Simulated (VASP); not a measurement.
Band structure of GaP (zinc blende). These are optB88-vdW, VASP's PBE PAW potentials (set 64) (plane waves; VASP) values and carry that method's errors.

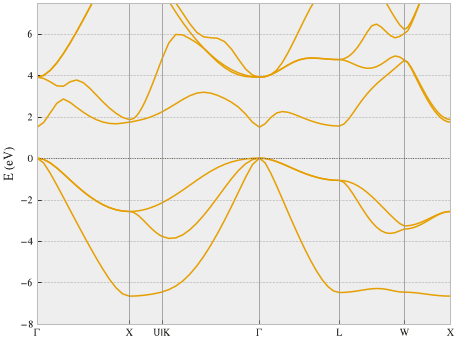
Figure. Bands along high-symmetry lines, zero at the valence-band maximum or, without a gap, the Fermi level

Task: Read the plot: is there a gap, and where are the band edges?

Result: The gap is direct, 1.49 eV, from the valence maximum at Γ to the conduction minimum at Γ. (Edges off the drawn lines would not show.)

Measured: gap 2.43 eV (computed value off by -0.94 eV), as given by Wei Chen et al., Physical Review Materials (2018), doi:10.1103/physrevmaterials.2.073803 [zero-point renormalisation of 0.08 eV added back (the table's ZPR column)].

The compound is GaP in the zinc blende structure. It was relaxed first.
